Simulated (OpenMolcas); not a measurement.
**One shape, several levels: Si2H3F3 (SMILES F[Si](F)(F)[SiH3])**

We compute a comparison of 6 runs (HF/STO-3G, HF/3-21G, B2PLYP/cc-pVDZ, BHLYP/cc-pVDZ, M06-2X/cc-pVDZ, MP2/cc-pVDZ) of Si2H3F3. 

The results are computed with OpenMolcas 26.06.

## Step 1: Starting point

Si2H3F3: 8 atoms, total charge 0, spin state singlet. SMILES: `F[Si](F)(F)[SiH3]`. Geometry: relaxed at PBE0-D4/def2-TZVP.

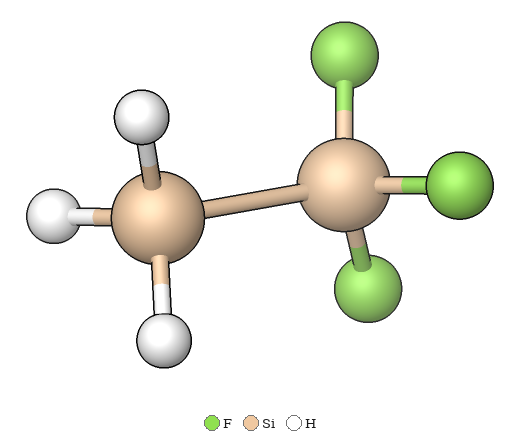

The structure, seen from a chosen angle (fluorine green, silicon light orange, hydrogen white).

## Step 2: Energy and forces at HF/STO-3G (run 1)

Contents of mol.inp:

```
&GATEWAY
BasLib = $CurrDir
Coord
8
angstrom
F        1.310500      -1.060500       1.504800
Si       0.534400      -0.990500       0.128500
F       -0.479300      -2.204500       0.107900
F        1.595600      -1.255900      -1.013900
Si      -0.550700       1.050400      -0.152600
H       -1.525600       1.227900       0.951900
H        0.460600       2.135800      -0.122800
H       -1.253300       1.040400      -1.459500
Basis = STO-3G
Group = NoSym
&SEWARD
&SCF
Thresholds = 1e-10 1e-07 1e-07 1e-05
PrOrbitals = 1 1
&ALASKA
```

The basis set STO-3G is read from a file made from the Basis Set Exchange's data (not shown).

The run is started by

```bash
$ export MOLCAS_MEM=1860
$ pymolcas mol.inp > mol.log
```

The program printed:

```text
--- Start Module: gateway ---
[...]
--- Stop Module: gateway /rc=_RC_ALL_IS_WELL_ ---
[...]
      Basis functions           36
[...]
--- Start Module: scf ---
[...]
       Convergence after  10 Iterations
[...]
::    Total SCF energy                               -867.1391915110
[...]
      Total spin, S                                     0.0000000000
[...]
      Total electronic charge=   58.000000
      Total            charge=   -0.000000
[...]
      Dipole Moment (debye):
      Origin of the operator (angstrom)=    0.3735   -0.6879    0.0868
                   X= -7.4315E-01               Y=  1.3985E+00               Z= -1.9236E-01           Total=  1.5954E+00
      Quadrupole Moment (debye*angstrom):
[...]
 *              Molecular gradients               *
 **************************************************
  Irreducible representation: a
 ------------------------------------------------------------------------------------------
                              X                       Y                       Z
 ------------------------------------------------------------------------------------------
  F1               -1.06382915296166E-02    4.29084801132573E-03   -1.60466122000926E-02
  SI2               2.57811761762305E-02   -4.83490036985119E-02    6.71652552058616E-03
  F3                9.53856982157042E-03    1.71475789189763E-02   -2.52093102020789E-04
  F4               -1.38199120907689E-02    6.48554969647464E-03    1.23918014306916E-02
  SI5              -7.85984377859705E-04    1.51010419269859E-03   -2.16478771160489E-04
  H6               -2.01730194591279E-02    9.48861916481025E-04    2.50842137425273E-02
  H7                2.41786330083440E-02    2.12089613301059E-02    1.08115733904434E-03
  H8               -1.40811715487739E-02   -3.24290036743313E-03   -2.87585139596924E-02
[...]
```

It took 3.6 s on 1 thread of AMD EPYC 7R43 (Zen 3), shared host; peak memory 0.37 GiB.

## Step 3: Energy and gradient at HF/3-21G (run 2)

Contents of job.input:

```
* F3H3Si2 Hartree-Fock
&GATEWAY
BasLib
$CurrDir
Coord
8
bohr
F      2.47648609    -2.00405456     2.84365987
Si     1.00986964    -1.87177373     0.24282981
F     -0.90574573    -4.16590124     0.20390145
F      3.01524700    -2.37330704    -1.91599332
Si    -1.04067218     1.98496832    -0.28837221
H     -2.88296618     2.32039471     1.79883030
H      0.87040785     4.03607706    -0.23205837
H     -2.36839375     1.96607106    -2.75805528
Basis
3-21G
Group
NoSym
&SEWARD
&SCF
Thresholds
1e-10 1e-07 1e-07 1e-05
PrOrbitals
1 2
&ALASKA
```

The basis set 3-21G is read from a file made from the Basis Set Exchange's data (not shown).

The run is started by

```bash
$ export MOLCAS_MEM=1860
$ pymolcas job.input > job.log
```

The program printed:

```text
--- Start Module: gateway ---
[...]
--- Stop Module: gateway /rc=_RC_ALL_IS_WELL_ ---
[...]
      Basis functions           59
[...]
--- Start Module: scf ---
[...]
       Convergence after  11 Iterations
[...]
::    Total SCF energy                               -873.4229999993
[...]
      Total spin, S                                     0.0000000000
[...]
      Total electronic charge=   58.000000
      Total            charge=   -0.000000
[...]
      Dipole Moment (debye):
      Origin of the operator (angstrom)=    0.3735   -0.6879    0.0868
                   X= -1.2699E+00               Y=  2.3894E+00               Z= -3.2878E-01           Total=  2.7258E+00
      Quadrupole Moment (debye*angstrom):
[...]
 *              Molecular gradients               *
 **************************************************
  Irreducible representation: a
 ------------------------------------------------------------------------------------------
                              X                       Y                       Z
 ------------------------------------------------------------------------------------------
  F1               -1.36267885738679E-02    4.51738441745864E-03   -2.13823327921077E-02
  SI2               1.97358628857920E-02   -3.69680626490676E-02    5.15475902503187E-03
  F3                1.34903245686679E-02    2.18059298424507E-02   -1.65925586039395E-04
  F4               -1.79100322276611E-02    7.47018518074993E-03    1.68274322340807E-02
  SI5              -1.94088409504189E-05    5.97436309774935E-05   -1.52268978079739E-05
  H6               -1.02938483440385E-03    8.93728779310266E-04    5.85989367718476E-04
  H7                2.09470886904484E-04    1.44885050111876E-03   -8.93037556646825E-05
  H8               -8.50043864488725E-04    7.72240297039872E-04   -9.15391595237569E-04
[...]
```

It took 4.8 s on 1 thread of AMD EPYC 7R43 (Zen 3), shared host; peak memory 0.39 GiB.

Runs 3 to 5 aren't shown in full; the table further down has their settings and results.

## Step 4: A single-point energy at MP2/cc-pVDZ (run 6)

Contents of job.input:

```
&GATEWAY
  BasLib
  $CurrDir
  Coord
  8
  angstrom
  F        1.310500      -1.060500       1.504800
  Si       0.534400      -0.990500       0.128500
  F       -0.479300      -2.204500       0.107900
  F        1.595600      -1.255900      -1.013900
  Si      -0.550700       1.050400      -0.152600
  H       -1.525600       1.227900       0.951900
  H        0.460600       2.135800      -0.122800
  H       -1.253300       1.040400      -1.459500
  Basis
  cc-pVDZ
  Group
  NoSym

&SEWARD

&SCF
  Thresholds
  1e-10 1e-07 1e-07 1e-05
  PrOrbitals
  0

&MBPT2
  Frozen
  13
```

The basis set cc-pVDZ is read from a file made from the Basis Set Exchange's data (not shown).

The run is started by

```bash
$ export MOLCAS_MEM=1860
$ pymolcas job.input > job.log
```

The program printed:

```text
--- Start Module: gateway ---
[...]
--- Stop Module: gateway /rc=_RC_ALL_IS_WELL_ ---
[...]
      Basis functions           93
[...]
--- Start Module: scf ---
[...]
       Convergence after  11 Iterations
[...]
::    Total SCF energy                               -878.1096095598
[...]
      Total spin, S                                     0.0000000000
[...]
      Total electronic charge=   58.000000
      Total            charge=   -0.000000
[...]
      Dipole Moment (debye):
      Origin of the operator (angstrom)=    0.3735   -0.6879    0.0868
                   X= -1.1377E+00               Y=  2.1409E+00               Z= -2.9447E-01           Total=  2.4423E+00
      Quadrupole Moment (debye*angstrom):
[...]
--- Stop Module: scf /rc=_RC_ALL_IS_WELL_ ---
[...]
--- Start Module: mbpt2 ---
[...]
WARNING!
Default frozen orbitals as non valence orbitals is overwritten by user input.
Default values:   7
[...]
       Reference weight ( Cref**2 )         =        0.84041
::    Total MBPT2 energy                             -878.8591238876
[...]
      Total MBPT2 calculations                           0.52      0.61
--- Stop Module: mbpt2 /rc=_RC_ALL_IS_WELL_ ---
[...]
```

Wall time 15 s (1 thread of AMD EPYC 7R43 (Zen 3), shared host); peak memory 0.51 GiB.

## Step 5: Overview of the runs

| run | level | task | frozen core orbitals | energy (Eh) | dipole moment (D) of the reference | HOMO energy (eV) | LUMO energy (eV) | wall time |
| --- | --- | --- | --- | --- | --- | --- | --- | --- |
| 1 | HF/STO-3G | gradient | – | -867.139192 | 1.60 | -8.60 | 10.29 | 3.6 s |
| 2 | HF/3-21G | gradient | – | -873.423000 | 2.73 | -12.56 | 3.35 | 4.8 s |
| 3 | B2PLYP/cc-pVDZ | energy | 13 | -880.018909 | 2.26 | -10.51 | 1.22 | 31 s |
| 4 | BHLYP/cc-pVDZ | gradient | – | -880.383264 | 2.29 | -10.58 | 0.90 | 42 s |
| 5 | M06-2X/cc-pVDZ | gradient | – | -880.342125 | 2.14 | -10.44 | 0.83 | 52 s |
| 6 | MP2/cc-pVDZ | energy | 13 | -878.859124 | 2.44 | -12.55 | 3.23 | 15 s |

## Step 6: What came out

| quantity | value |
| --- | --- |
| run 6: total energy | -878.85912 Eh |
| run 6: dipole moment (mean-field density) | 2.44 D |
| run 6: HOMO energy (Hartree–Fock orbitals) | -12.55 eV |
| run 6: LUMO energy (Hartree–Fock orbitals) | 3.23 eV |
| run 6: HOMO–LUMO gap (Hartree–Fock orbitals) | 15.79 eV |
| run 6: correlation energy (13 core orbitals frozen) | -749.5 mEh |

What this shows: Over runs 1, 2, 3, 4, 5 the dipole moment (its size) runs from 1.60 D (HF/STO-3G) to 2.73 D (HF/3-21G). Over runs 1, 2, 3, 4, 5 the HOMO–LUMO gap runs from 11.27 eV (M06-2X/cc-pVDZ) to 18.88 eV (HF/STO-3G). The two ends differ in method and basis. For B2PLYP the log adds the whole second-order term; the table takes 0.27 of it, as the functional is defined. Totals of different functionals can't be ranked against each other. In run 1 the basis is minimal, so the values are rough. All runs together took 2.5 min, the longest 52 s.
